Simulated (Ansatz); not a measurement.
# Calculations on BSiNH₈

**1. Relaxation**

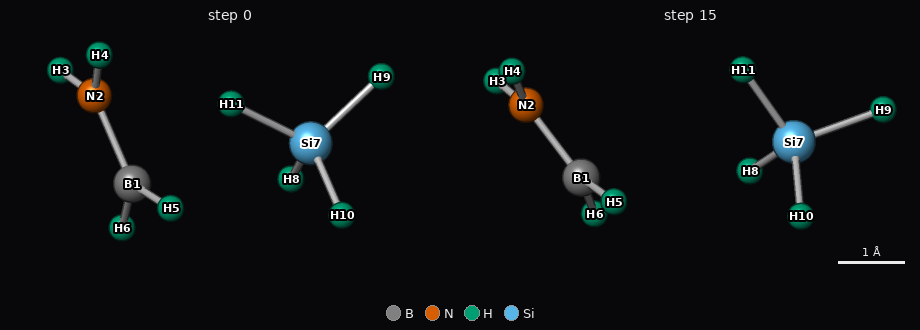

The structure of BSiNH$_{8}$ before (left) and after (right) a relaxation, at one scale.

The picture is a ball-and-stick view, seen at a tilt.

The run prepares an end point of a later path (reaction) calculation, from a guessed geometry.

The calculation used RKS r2SCANh/6-31G* (Ansatz). (no spin polarisation; force threshold 0.03 eV/Å; at most 50 steps)

Q: Summarise the run.

A: The energy falls by 34.1 kJ/mol in 14 accepted moves (15 points after the start). Largest force component: 2.3 eV/Å at the start, 0.02 eV/Å at the end. The line search rejected the trial step at point 8 of the run. The forces were under the threshold at step 7, but the run went on from there. H11 moves most after the best rigid fit: 0.96 Å. Largest moves by element: H 0.96 Å, N 0.48 Å, Si 0.40 Å, B 0.24 Å. Near-neighbour distances that change, for instance: B1–N2 1.464 → 1.390 Å, Si7–H11 1.472 → 1.485 Å, B1–H5 1.194 → 1.199 Å. The run took 48 s on 1 thread of Arm Neoverse V2 (shared host), peak memory 0.15 GiB.

**2. Relaxation**

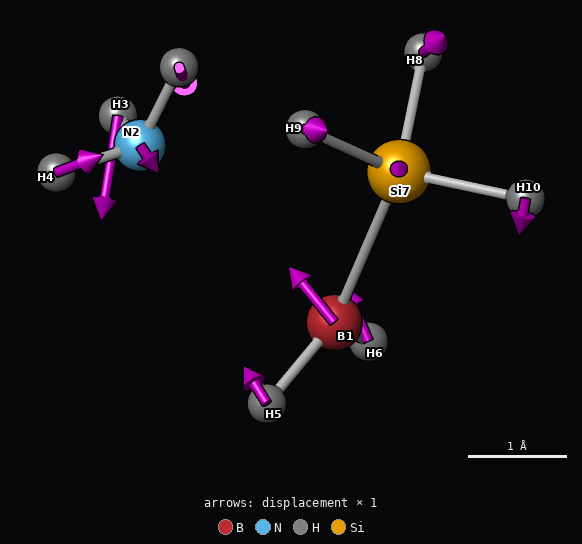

A relaxation of BSiNH$_{8}$. The starting structure is drawn; purple arrows show the displacements, at their true length. The two geometries are superimposed by the best rigid fit.

The picture is a ball-and-stick view, seen at a tilt.

The run prepares an end point of a later path (reaction) calculation, from a guessed geometry.

These are results of RKS r2SCANh/6-31G* in Ansatz 0.2.0, not measurements.

The input:
```yaml
crystal:
  periodic: [false, false, false]
  atoms:
    - { symbol: B, position_ang: [0.146098, 0.494904, -0.358735] }
    - { symbol: "N", position_ang: [-0.268284, -0.067768, 2.276329] }
    - { symbol: H, position_ang: [-1.025056, -0.675631, 2.56834] }
    - { symbol: H, position_ang: [0.590485, -0.377796, 2.719204] }
    - { symbol: H, position_ang: [1.256449, 0.048136, -0.419803] }
    - { symbol: H, position_ang: [-0.741025, -0.148248, -0.842386] }
    - { symbol: Si, position_ang: [-0.170275, 2.298858, 0.360676] }
    - { symbol: H, position_ang: [-1.527211, 2.471322, 0.978936] }
    - { symbol: H, position_ang: [0.806383, 2.663706, 1.434367] }
    - { symbol: H, position_ang: [-0.060159, 3.375014, -0.679299] }
    - { symbol: H, position_ang: [-0.466305, 0.890504, 2.609272] }
basis:
  gaussian: { orbitals: "6-31G*" }
hamiltonian:
  xc: r2scanh
relax:
  f_tol: 0.03
  max_steps: 50
output:
  orbitals: {}
```

Run as
```bash
ansatz run input.yaml --threads 1 --pin off --max-ram 2048MiB --backend cpu --events-out ev --progress --plain --runs-dir out
```

> Which element moves most?

Hydrogen: up to 1.12 Å, against 0.77 Å for boron.

> Describe the change and its energy.

The largest move after the best rigid fit is that of H3, 1.12 Å. Largest moves by element: H 1.12 Å, B 0.77 Å, N 0.37 Å, Si 0.18 Å. Among the contacts that change: B1–N2 2.726 → 1.647 Å, B1–Si7 1.968 → 2.024 Å, N2–H11 1.034 → 1.019 Å, B1–H5 1.198 → 1.211 Å. New bonds form, among them: B1–N2 (2.73 → 1.65 Å). Bond angles that change, for instance: H6–B1–Si7 121.4° → 112.5°, H5–B1–Si7 120.6° → 112.5°, H5–B1–H6 117.7° → 112.5°. After 13 accepted moves (16 points after the start) the energy has fallen by 123.0 kJ/mol. Largest force component: 0.9 eV/Å at the start, 0.0021 eV/Å at the end. The line search rejected the trial steps at points 4, 10, 15 of the run. The forces were under the threshold at step 13, but the run went on from there.

Limits of the set-up: the start holds two separate molecules, 2.5 Å apart at their closest, whose relative position is a soft coordinate and is computed without a dispersion correction.

**3. Path**

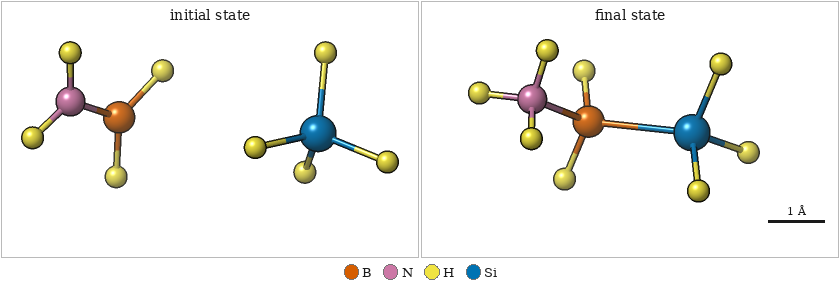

The two relaxed end points of a path for BSiNH8, made up at the start of BNH4 and SiH$_{4}$. Style: ball-and-stick. Shown from a free direction.

Computed with Ansatz 0.2.0, RKS r2SCANh/6-31G*.

Settings: 9 movable images; climbing image; force threshold 0.05 eV/Å; iteration limit 41.

Start:
```xyz
11

B     0.2343   -0.4399    0.3972
N     0.0638   -1.2493    1.5138
H    -0.8349   -1.4288    1.9349
H     0.8281   -1.7055    1.9881
H     1.3387   -0.2714   -0.0370
H    -0.7332    0.0668   -0.1012
Si   -0.4706    3.1967    0.9873
H    -1.8858    2.9302    0.6253
H    -0.3475    4.5953    1.4760
H     0.3967    3.0132   -0.2019
H    -0.0483    2.2657    2.0643
```

End:
```xyz
11

B     0.0615    0.4892    0.3435
N    -0.2091   -0.2351    1.7972
H    -0.0963   -1.2452    1.7253
H     0.4403    0.0973    2.5082
H     1.1967    0.1895    0.0474
H    -0.7560    0.0054   -0.4073
Si   -0.1796    2.4865    0.5657
H    -1.5448    2.8842    1.0571
H     0.7498    3.1056    1.5736
H     0.0314    3.2498   -0.6993
H    -1.1527   -0.0541    2.1356
```

### What barrier does the band find between them, and by what path?

The highest point, image 5, lies 191.2 kJ/mol above the start and 176.9 kJ/mol above the end; the end is at +14.3 kJ/mol relative to the start. Breaking: Si7–H11 (1.48 → 1.83 at the top → 3.14 Å). Forming: B1–Si7 (3.75 → 2.22 at the top → 2.02 Å), N2–H11 (3.56 → 1.37 at the top → 1.02 Å). The band is converged.

Energies of the converged images:

```tsv
image	path (Å)	E (kJ/mol)
0	0.00	0.0
1	0.72	0.6
2	1.44	3.5
3	2.16	17.3
4	2.88	65.3
5	3.60	191.2
6	4.27	76.0
7	4.94	24.3
8	5.60	23.4
9	6.27	17.1
10	6.93	14.3
```

The geometry at the top of the path:

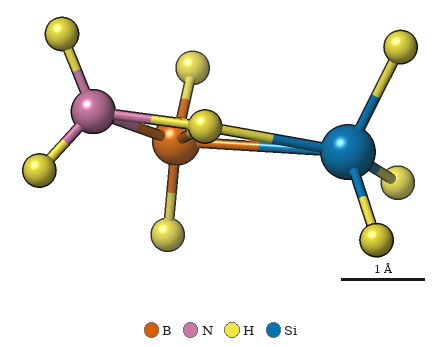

Limits of the set-up: the start holds two separate molecules, 3.2 Å apart at their closest, whose relative position is a soft coordinate and is computed without a dispersion correction.

The run took 14 min on 1 thread of Arm Neoverse V2 (shared host), peak memory 0.15 GiB.
